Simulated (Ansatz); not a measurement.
Relaxed C (diamond):

```yaml
crystal:
  lattice:
    - [0.00000, 3.57162, 3.57162]
    - [1.78581, 1.78581, 3.57162]
    - [1.78581, 1.78581, 0.00000]
  atoms:
    - { symbol: C, position: [0.00000, 0.50000, 0.50000] }
    - { symbol: C, position: [0.50000, 0.50000, 0.50000] }
    - { symbol: C, position: [0.00000, 0.75000, 0.75000] }
    - { symbol: C, position: [0.50000, 0.75000, 0.75000] }
```

A phonon eigenvector at X = (0.5, 0.5, 0.0) is frozen into this cell: atom i moves by Q times the vector below, so Q is the largest atomic displacement, in Å. The cell is held. It is one choice among 2 degenerate patterns. (q is in reciprocal vectors of the primitive cell; the cell shown is doubled to hold the pattern.)

| atom | x | y | z |
|---|---|---|---|
| C1 | -0.344 | 0.939 | 0.000 |
| C2 | 0.344 | -0.939 | 0.000 |
| C3 | 0.939 | -0.344 | 0.000 |
| C4 | -0.939 | 0.344 | 0.000 |

Level of theory: PBE (plane waves to 420 eV, PAW, scalar-relativistic; Ansatz, a program for electronic structure). k mesh 16×16×16 (Γ-centred), Fermi-Dirac smearing 0.05 eV. E stands for the smeared free energy. C was relaxed with its symmetry unable to fall. The PAW data are Ansatz's earlier set. The zero of ΔE is the undisplaced structure.

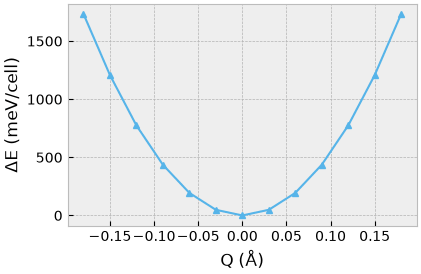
Fig. 1. ΔE (meV/cell) against Q (Å); one marker a computed point.

**Question.** What is the energy change at Q = 0.180 Å?

**Answer.** About 1700 meV/cell.

**Question.** What harmonic wavenumber does the curvature at Q = 0 give?

**Answer.** About 780 cm⁻¹.

(For displaced atoms, the force is minus the slope of the energy, and its curvature is a force constant, which sets phonon frequencies.)
